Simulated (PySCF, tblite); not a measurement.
# C₇H₁₁FSSi: geometry, infrared bands and NMR shifts

What infrared bands and NMR shifts should C₇H₁₁FSSi (`F[Si@@H]1CC(=S)[C@@H](C2CC2)C1`) show?

Programs: tblite 0.8.0 and PySCF 2.14.0, with density-fitted response routines of our own. Each step states its level of theory. These are calculated values for one molecule in the gas phase, unless marked as measured. Atoms count from 0, in the outputs and in this text.

### 1 Starting geometry

21 atoms, charge 0, multiplicity 1; geometry from: force field or distance geometry start.

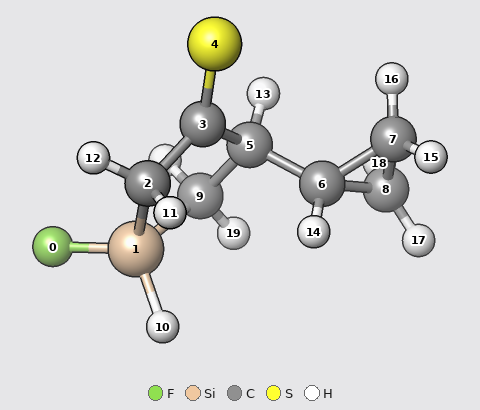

The starting geometry (fluorine green, silicon light orange, carbon grey, sulfur yellow, hydrogen white), atoms numbered.

### 2 Optimising the geometry with GFN2-xTB

Job settings and geometry (Å):

```
{"job": {"kind": "relax", "xc": "GFN2-xTB", "basis": "xTB"}, "charge": 0, "multiplicity": 1}
F     -3.675500    -0.781000    -0.774000
Si    -2.390400    -0.499300     0.108700
C     -1.946100     1.321100     0.104600
C     -0.597000     1.401100    -0.596700
S      0.015100     2.851900    -1.133100
C      0.190100     0.079300    -0.694700
C      1.089100    -0.125300     0.511000
C      2.525900     0.350700     0.492300
C      2.223500    -1.128500     0.450100
C     -0.846300    -1.061800    -0.820500
H     -2.484200    -1.076600     1.483500
H     -1.870300     1.711800     1.121600
H     -2.707100     1.904200    -0.441100
H      0.815800     0.087600    -1.603600
H      0.559900    -0.033000     1.462600
H      2.933200     0.758300     1.413600
H      2.905100     0.812600    -0.411100
H      2.433600    -1.715600     1.336400
H      2.400600    -1.649300    -0.475000
H     -0.461100    -2.019500    -0.453500
H     -1.122700    -1.171700    -1.874400
```

Launch:

```
$ OMP_NUM_THREADS=1 python probes_run.py task.json out
```

One launch serves the whole session: the jobs run in the order shown.

Log:

```text
step      E/eV     max force
  0    -825.00313    1.644
  1    -825.09749    0.458
  2    -825.12716    0.519
  3    -825.15044    0.389
  4    -825.16940    0.324
  5    -825.18280    0.218
  6    -825.19394    0.240
  7    -825.20437    0.263
  8    -825.21116    0.217
  9    -825.21483    0.118
 10    -825.21720    0.127
 11    -825.21965    0.121
 12    -825.22223    0.113
 13    -825.22408    0.078
 14    -825.22509    0.069
 15    -825.22573    0.066
 16    -825.22634    0.055
 17    -825.22693    0.056
 18    -825.22742    0.057
 19    -825.22786    0.054
 20    -825.22834    0.061
 21    -825.22887    0.059
 22    -825.22939    0.054
 23    -825.22981    0.048
 24    -825.23020    0.052
 25    -825.23065    0.072
 26    -825.23121    0.067
 27    -825.23176    0.056
 28    -825.23219    0.045
 29    -825.23253    0.043
 30    -825.23291    0.057
 31    -825.23343    0.070
 32    -825.23405    0.059
 33    -825.23470    0.058
 34    -825.23535    0.070
 35    -825.23609    0.069
 36    -825.23692    0.064
 37    -825.23776    0.068
 38    -825.23854    0.066
 39    -825.23928    0.061
 40    -825.24009    0.080
 41    -825.24093    0.072
 42    -825.24167    0.062
 43    -825.24230    0.070
 44    -825.24287    0.061
 45    -825.24343    0.052
 46    -825.24395    0.052
 47    -825.24439    0.045
 48    -825.24475    0.046
 49    -825.24507    0.044
 50    -825.24543    0.043
 51    -825.24588    0.047
 52    -825.24645    0.051
 53    -825.24709    0.063
 54    -825.24770    0.062
 55    -825.24826    0.049
 56    -825.24873    0.057
 57    -825.24907    0.044
 58    -825.24934    0.039
 59    -825.24954    0.030
 60    -825.24970    0.028
 61    -825.24985    0.026
 62    -825.24999    0.028
 63    -825.25011    0.030
 64    -825.25024    0.030
 65    -825.25038    0.027
 66    -825.25054    0.027
 67    -825.25071    0.027
 68    -825.25087    0.029
 69    -825.25103    0.029
 70    -825.25119    0.025
 71    -825.25133    0.027
 72    -825.25145    0.023
 73    -825.25155    0.025
 74    -825.25163    0.025
 75    -825.25173    0.026
 76    -825.25182    0.021
 77    -825.25190    0.021
 78    -825.25196    0.019
 79    -825.25203    0.021
 80    -825.25210    0.023
 81    -825.25219    0.020
 82    -825.25228    0.021
 83    -825.25234    0.016
 84    -825.25238    0.020
 85    -825.25242    0.019
 86    -825.25246    0.014
 87    -825.25250    0.012
 88    -825.25255    0.015
 89    -825.25261    0.019
 90    -825.25267    0.021
 91    -825.25271    0.018
 92    -825.25274    0.015
 93    -825.25276    0.013
 94    -825.25280    0.015
 95    -825.25286    0.026
 96    -825.25294    0.029
 97    -825.25302    0.022
 98    -825.25309    0.021
 99    -825.25316    0.018
100    -825.25324    0.023
101    -825.25332    0.025
102    -825.25339    0.019
103    -825.25345    0.021
104    -825.25351    0.020
105    -825.25358    0.024
106    -825.25365    0.024
107    -825.25370    0.015
108    -825.25373    0.015
109    -825.25376    0.016
110    -825.25379    0.017
111    -825.25384    0.017
112    -825.25387    0.012
113    -825.25389    0.011
114    -825.25390    0.007
```

It took 2 s on 1 thread of Arm Neoverse N1, shared host; peak memory 0.18 GiB.

Relaxation path: (not every step is listed)

```csv
step,energy from step 0 (eV),largest force (eV/Å)
0,0.0000,1.6440
1,-0.0944,0.4583
2,-0.1240,0.5186
3,-0.1473,0.3886
4,-0.1663,0.3243
5,-0.1797,0.2185
6,-0.1908,0.2396
7,-0.2012,0.2627
8,-0.2080,0.2167
18,-0.2243,0.0571
28,-0.2291,0.0455
38,-0.2354,0.0657
48,-0.2416,0.0458
58,-0.2462,0.0391
68,-0.2477,0.0288
78,-0.2488,0.0189
88,-0.2494,0.0154
98,-0.2500,0.0207
108,-0.2506,0.0151
109,-0.2506,0.0159
110,-0.2507,0.0166
111,-0.2507,0.0175
112,-0.2507,0.0119
113,-0.2508,0.0106
114,-0.2508,0.0067
```

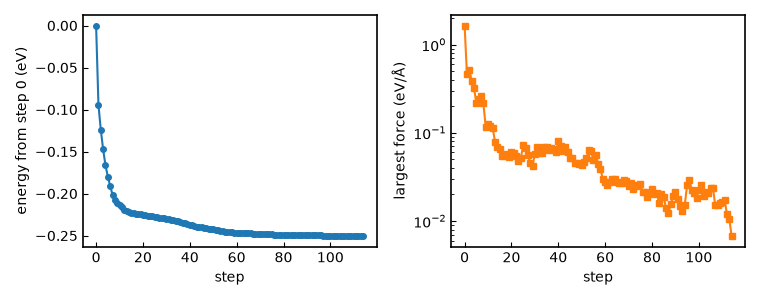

Energy and force, step by step.

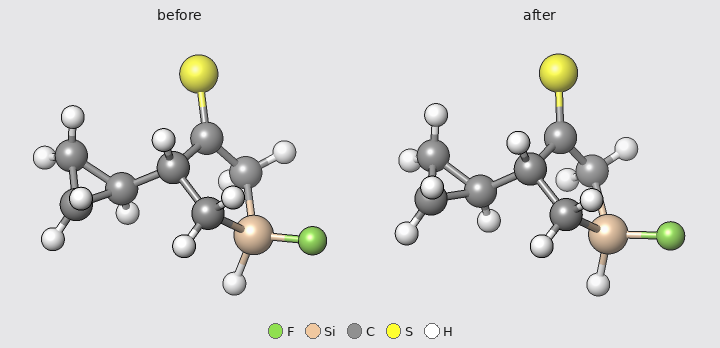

The geometry before (left) and after (right).

Distances of close pairs at the start and the end, largest changes first:

| bond | before (Å) | after (Å) | change (Å) |
| --- | --- | --- | --- |
| Si1–H10 | 1.494 | 1.451 | -0.043 |
| C3–S4 | 1.663 | 1.621 | -0.042 |
| C3–C5 | 1.542 | 1.502 | -0.040 |
| F0–Si1 | 1.584 | 1.615 | +0.031 |
| Si1–C2 | 1.874 | 1.904 | +0.030 |
| C2–C3 | 1.523 | 1.493 | -0.030 |
| C6–C8 | 1.516 | 1.499 | -0.016 |
| C6–C7 | 1.514 | 1.498 | -0.016 |

The end geometry stands in the next job.

### 3 Infrared spectrum with GFN2-xTB

Job settings and geometry (Å):

```
{"job": {"kind": "ir", "xc": "GFN2-xTB", "basis": "xTB"}, "charge": 0, "multiplicity": 1}
F     -3.739355    -0.575296    -0.702670
Si    -2.370946    -0.479073     0.149321
C     -1.721246     1.309845     0.180814
C     -0.511479     1.299804    -0.694135
S      0.021875     2.605396    -1.493683
C      0.172460    -0.035269    -0.770425
C      1.007225    -0.213035     0.487870
C      2.331282     0.477211     0.606264
C      2.276089    -1.009392     0.428590
C     -0.902039    -1.132953    -0.860940
H     -2.683058    -1.089822     1.428074
H     -1.410654     1.598620     1.187537
H     -2.423700     2.074084    -0.150079
H      0.841466    -0.056258    -1.635159
H      0.407535    -0.302845     1.386701
H      2.623408     0.872592     1.567001
H      2.660042     1.079989    -0.226508
H      2.526241    -1.638448     1.269268
H      2.575131    -1.420136    -0.523544
H     -0.489641    -2.082268    -0.524750
H     -1.199556    -1.265804    -1.902721
```

Log:

```text
mode    cm-1     km/mol
  1      43.4      2.97
  2      51.0      0.68
  3      58.3      0.66
  4     134.7      5.37
  5     170.3      7.38
  6     192.6      5.83
  7     241.3      3.78
  8     265.2      1.15
  9     320.2      9.26
 10     366.0     12.39
 11     410.3      1.89
 12     492.8      0.80
 13     555.9      8.60
 14     566.9     95.74
 15     639.8    112.28
 16     699.3      7.70
 17     733.6     32.42
 18     750.6     56.49
 19     778.3     96.15
 20     793.3      9.93
 21     831.8    167.40
 22     847.3    118.19
 23     862.7     11.34
 24     886.9     29.46
 25     991.0      6.00
 26    1000.8     14.06
 27    1032.7      5.81
 28    1045.1      2.55
 29    1066.5     15.35
 30    1072.4      0.95
 31    1079.4      3.14
 32    1106.5      0.01
 33    1136.4     28.07
 34    1152.3     15.47
 35    1159.1     63.73
 36    1187.0     34.28
 37    1205.6     14.37
 38    1233.7     14.48
 39    1256.2      8.08
 40    1266.2     11.54
 41    1323.7     69.23
 42    1385.6      3.02
 43    1426.4     17.76
 44    1439.9      0.30
 45    1465.1      6.03
 46    1489.0      1.65
 47    2366.8    292.65
 48    2951.8      4.19
 49    2955.6     21.24
 50    2979.5     24.85
 51    3005.6      2.78
 52    3014.2     18.49
 53    3031.2     37.52
 54    3090.5     23.45
 55    3093.0     10.90
 56    3095.5     11.42
 57    3112.5     53.81
```

Wall time 2 s (1 thread of Arm Neoverse N1, shared host); peak memory 0.18 GiB.

The strongest bands and the atoms that carry them (share of the mass-weighted mode):

```
cm⁻¹  km/mol                                atoms
 567    95.7                             H10 83 %
 640   112.3                             H10 71 %
 778    96.2           C2 26 %, Si1 21 %, C9 13 %
 832   167.4  Si1 26 %, F0 22 %, C2 17 %, C5 14 %
 847   118.2          Si1 19 %, F0 13 %, H17 12 %
1159    63.7  C5 20 %, C3 15 %, C9 12 %, H19 11 %
1324    69.2           C3 34 %, H13 29 %, C5 15 %
2367   292.6                             H10 97 %
```

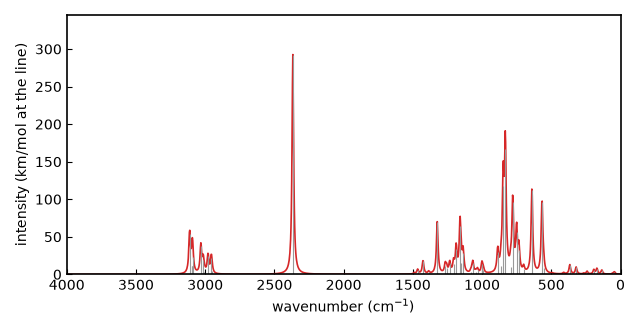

The infrared spectrum from these modes, unscaled. Lines are broadened to a width of 14 cm⁻¹ (Lorentzian).

### 4 Shielding tensors: PBE0/pcSseg-1

The job, as its differences from that of step 3:

```diff
@@ -1,2 +1,2 @@
-{"job": {"kind": "ir", "xc": "GFN2-xTB", "basis": "xTB"}, "charge": 0, "multiplicity": 1}
+{"job": {"kind": "nmr", "xc": "PBE0", "basis": "pcSseg-1"}, "charge": 0, "multiplicity": 1}
 F     -3.739355    -0.575296    -0.702670
```

Method: GIAO PBE0/pcSseg-1 NMR shielding, non-relativistic, gas phase.

Log:

```text
coarse grid: 18760 points
cycle   1  E = -1059.9972528548  dE =  1.440e+00  |g| = 6.804e-01  |ddm| = 4.328e+00
cycle   2  E = -1059.9067401654  dE =  9.051e-02  |g| = 1.007e+00  |ddm| = 1.489e+00
cycle   3  E = -1060.0902476162  dE = -1.835e-01  |g| = 1.738e-01  |ddm| = 9.783e-01
cycle   4  E = -1060.0969696973  dE = -6.722e-03  |g| = 6.728e-02  |ddm| = 2.569e-01
cycle   5  E = -1060.0980868944  dE = -1.117e-03  |g| = 2.442e-02  |ddm| = 1.015e-01
cycle   6  E = -1060.0982125896  dE = -1.257e-04  |g| = 3.271e-03  |ddm| = 2.397e-02
cycle   7  E = -1060.0982145811  dE = -1.992e-06  |g| = 1.262e-03  |ddm| = 4.551e-03
final grid: 172824 points
cycle   8  E = -1060.1658343622  dE = -4.427e-05  |g| = 1.204e-02  |ddm| = 4.089e-02
cycle   9  E = -1060.1657496028  dE =  8.476e-05  |g| = 2.121e-02  |ddm| = 3.509e-02
cycle  10  E = -1060.1658693205  dE = -1.197e-04  |g| = 3.748e-03  |ddm| = 2.661e-02
cycle  11  E = -1060.1658729176  dE = -3.597e-06  |g| = 2.694e-04  |ddm| = 3.960e-03
cycle  12  E = -1060.1658729311  dE = -1.356e-08  |g| = 1.162e-04  |ddm| = 4.659e-04
cycle  13  E = -1060.1658729340  dE = -2.842e-09  |g| = 4.309e-05  |ddm| = 1.517e-04
cycle  14  E = -1060.1658729344  dE = -4.375e-10  |g| = 6.089e-06  |ddm| = 4.718e-05
converged SCF energy = -1060.1658729344

GIAO shielding tensors (ppm)
atom      isotropic    diamagn.    paramagn.     s11        s22        s33       span
  0 F      372.223     462.939     -90.716    361.889    365.390    389.390     27.501
  1 Si     315.512     876.110    -560.598    275.676    314.925    355.933     80.257
  2 C      146.034     256.203    -110.169    125.326    137.369    175.406     50.080
  3 C      -97.013     262.273    -359.285   -263.070   -153.460    125.492    388.562
  4 S     -465.136    1058.253   -1523.389  -1633.584   -350.127    588.303   2221.887
  5 C      115.203     246.953    -131.750     94.437    107.626    143.546     49.109
  6 C      161.704     248.982     -87.278    126.266    151.961    206.885     80.619
  7 C      180.105     253.395     -73.289    149.920    178.162    212.234     62.314
  8 C      177.609     253.956     -76.346    146.661    176.991    209.176     62.515
  9 C      160.886     253.618     -92.732    138.992    159.427    184.238     45.247
 10 H       25.846      28.462      -2.616     22.064     24.927     30.545      8.481
 11 H       28.954      30.925      -1.970     25.995     27.584     33.283      7.289
 12 H       28.624      29.913      -1.290     24.558     28.445     32.868      8.310
 13 H       29.426      35.103      -5.677     27.026     28.649     32.605      5.579
 14 H       31.376      33.352      -1.976     24.248     31.987     37.893     13.645
 15 H       31.336      30.927       0.409     25.745     26.654     41.608     15.864
 16 H       31.100      31.935      -0.835     25.355     28.459     39.486     14.131
 17 H       31.076      30.824       0.252     25.467     26.444     41.317     15.850
 18 H       31.406      32.025      -0.619     26.215     28.630     39.373     13.158
 19 H       30.094      31.746      -1.652     25.236     30.200     34.845      9.609
 20 H       30.093      30.833      -0.740     25.329     27.821     37.127     11.798
```

Run time: 2.4 min. Hardware: 1 thread of Arm Neoverse N1, shared host; peak memory 1.1 GiB.

The references, computed at this level on geometries of the same kind, shield at (ppm): 1H TMS 31.72, 13C TMS 186.9, 29Si TMS 349.2, 19F CFCl3 170.9, 33S CS2 504. Their shielding less the atom's gives the shift. The references are single molecules in the gas phase, so shifts against H2O, NH3, PH3, H3PO4 or CFCl3 are not on the usual liquid scales and can be off by tens of ppm.

```csv
atoms,environment,σ (ppm),δ (ppm),δ scaled to CDCl3
C3,thiocarbonyl carbon,-97.0,283.9,270.8
C5,sp3 CH in a ring,115.2,71.7,68.1
C2,sp3 CH2 bonded to Si,146.0,40.9,38.0
C9,sp3 CH2 bonded to Si,160.9,26.0,23.5
C6,three-membered-ring carbon,161.7,25.2,22.7
C8,three-membered-ring carbon,177.6,9.3,7.2
C7,three-membered-ring carbon,180.1,6.8,4.7
H10,"hydrogen on a silicon bonded to 2 C, F, in a 5-membered ring",25.85,5.87,–
H12,hydrogen on an sp3 CH2 bonded to Si,28.62,3.09,3.02
H11,hydrogen on an sp3 CH2 bonded to Si,28.95,2.76,2.71
H13,hydrogen on an sp3 CH in a ring,29.43,2.29,2.26
H20,hydrogen on an sp3 CH2 bonded to Si,30.09,1.62,1.64
H19,hydrogen on an sp3 CH2 bonded to Si,30.09,1.62,1.64
H17,hydrogen on a three-membered-ring carbon,31.08,0.64,0.71
H16,hydrogen on a three-membered-ring carbon,31.10,0.62,0.69
H15,hydrogen on a three-membered-ring carbon,31.34,0.38,0.46
H14,hydrogen on a three-membered-ring carbon,31.38,0.34,0.43
H18,hydrogen on a three-membered-ring carbon,31.41,0.31,0.40
F0,fluorine bonded to Si,372.2,-201.3,–
Si1,"silicon bonded to 2 C, F, H, in a 5-membered ring",315.5,33.6,–
S4,thione sulfur,-465,969,–
```

The scaled column applies a straight-line fit of computed shieldings to shifts measured in CDCl3, with any fitted terms for Cl, Br or S neighbours, and one for carbons that bear F (root-mean-square error 0.16 ppm for H, 1.9 ppm for C).

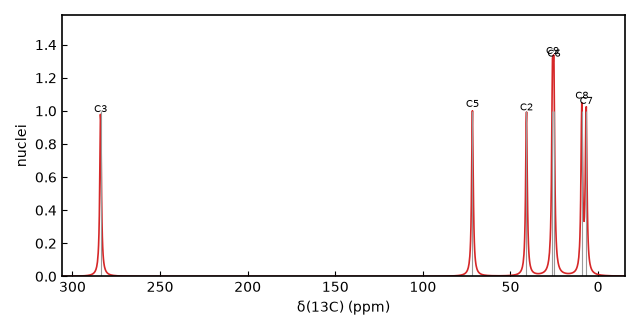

13C lines at the computed shifts, without couplings. Lines are broadened to a width of 1 ppm (Lorentzian).

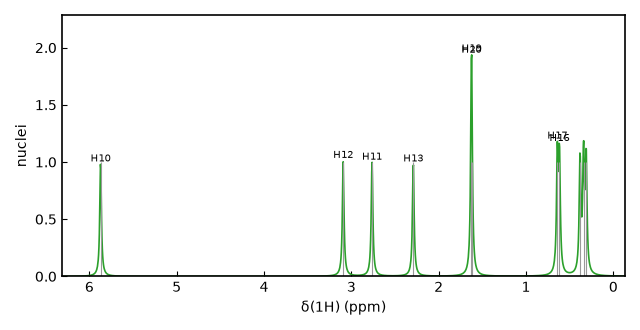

1H lines at the computed shifts, without couplings. Lines are broadened to a width of 0.02 ppm (Lorentzian).

Charges from the same density, by scheme (e):

```csv
atoms,Mulliken,IAO,Hirshfeld,ESP fit
F0,-0.42,-0.53,-0.21,-0.34
Si1,1.06,1.21,0.46,0.80
C2,-0.44,-0.59,-0.17,-0.33
C3,-0.26,-0.02,0.06,0.01
S4,-0.05,-0.09,-0.13,-0.22
C5,-0.19,-0.11,-0.03,0.24
C6,-0.25,-0.13,-0.04,-0.04
C7,-0.16,-0.29,-0.09,-0.16
C8,-0.18,-0.29,-0.09,-0.41
C9,-0.45,-0.58,-0.16,-0.43
```

Mulliken charges:

F0 -0.42; Si1 1.06; C2 -0.44; C3 -0.26; S4 -0.05; C5 -0.19; C6 -0.25; C7 -0.16; C8 -0.18; C9 -0.45; H10 -0.10; H11 0.18; H12 0.17; H13 0.12; H14 0.12; H15 0.13; H16 0.14; H17 0.13; H18 0.13; H19 0.15; H20 0.16

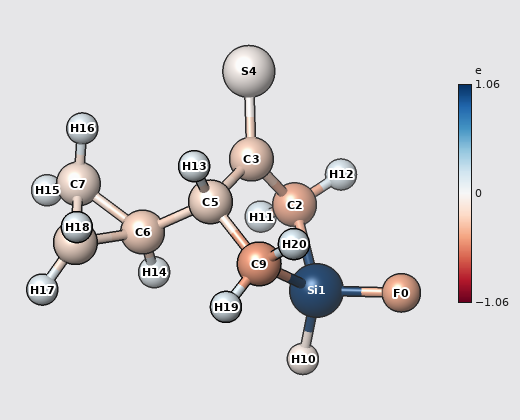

Mulliken charges, as colours on the atoms.

Mayer bond orders: F0–Si1 0.95, Si1–C2 0.86, C2–C3 0.99, C3–S4 1.93, C3–C5 0.94, C5–C6 0.94, C6–C7 0.96, C7–C8 0.98, C5–C9 1.00, C9–Si1 0.90, C8–C6 0.96.

Ring of atoms Si1, C2, C3, C5, C9: NICS(0) 1.0, NICS(1) -2.3, NICS(1)zz -1.4 ppm (means of both faces).

Ring of atoms C6, C7, C8: NICS(0) -43.2, NICS(1) -8.6, NICS(1)zz -21.8 ppm (means of both faces).

In rings of three or four atoms NICS is ruled by the nearby σ bonds, so it says little on aromaticity.

The fields below are evaluated on a grid from the run's orbitals.

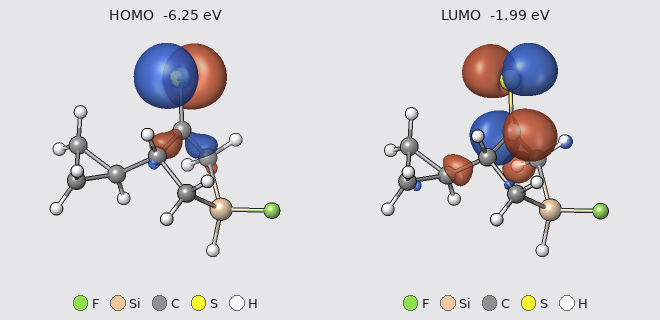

Frontier orbitals at PBE0/pcSseg-1; each surface holds 70 % of the orbital's density, blue and red mark the sign.

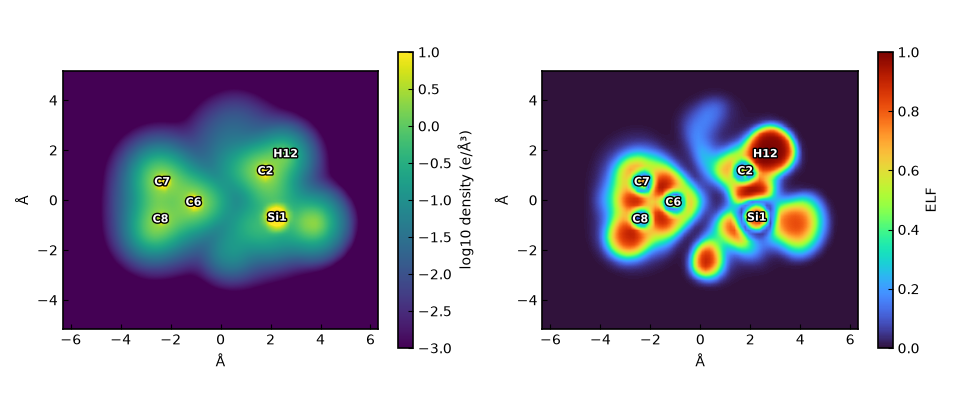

Density (left) and ELF (right) in a plane through or near 6 of the atoms.

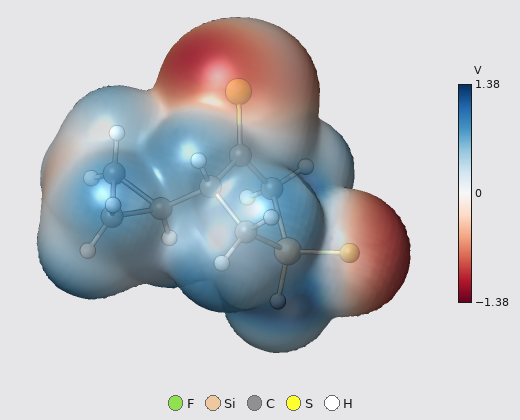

Electrostatic potential on the surface of density 0.002 e/bohr³; red is low, blue high. It runs from -1.06 V near S4 to 1.38 V near H14.

### 5 Results

| quantity | value |
| --- | --- |
| strongest single infrared mode (GFN2-xTB) | 2367 cm⁻¹, 293 km/mol |
| zero-point energy (GFN2-xTB) | 101.4 kcal/mol |
| 13C shifts against TMS (PBE0/pcSseg-1) | 283.9, 71.7, 40.9, 26.0, 25.2, 9.3, 6.8 ppm |
| 1H shifts against TMS (PBE0/pcSseg-1) | 5.87, 3.09, 2.76, 2.29, 1.62, 1.62, 0.64, 0.62, 0.38, 0.34, 0.31 ppm |
| 19F shifts against CFCl3 (PBE0/pcSseg-1) | -201.3 ppm |
| 29Si shifts against TMS (PBE0/pcSseg-1) | 33.6 ppm |
| 33S shifts against CS2 (PBE0/pcSseg-1) | 969 ppm |
| surface potential, least and greatest | -1.06 V and 1.38 V |

**Reading.** The optimisation took 114 steps and gained 0.251 eV; among the close pairs (by a distance rule), Si1–H10 changed most, from 1.494 to 1.451 Å. No mode is imaginary among the 57: a minimum at this level. The strongest single mode, at 2367 cm⁻¹, moves mainly H10. GFN2-xTB is a fitted tight-binding method: band positions and strengths are rough. Its intensities can rank the bands wrongly. The most deshielded carbon is C3 (thiocarbonyl carbon), at 283.9 ppm: the small n→π* gap of C=S deshields it strongly. At PBE0/pcSseg-1: Shielding is most anisotropic at S4 (span 2222 ppm, paramagnetic term -1523 ppm). By nearest atom (PBE0/pcSseg-1), the HOMO sits on S4 80 % and the LUMO on C3 41 %; S4 37 %.
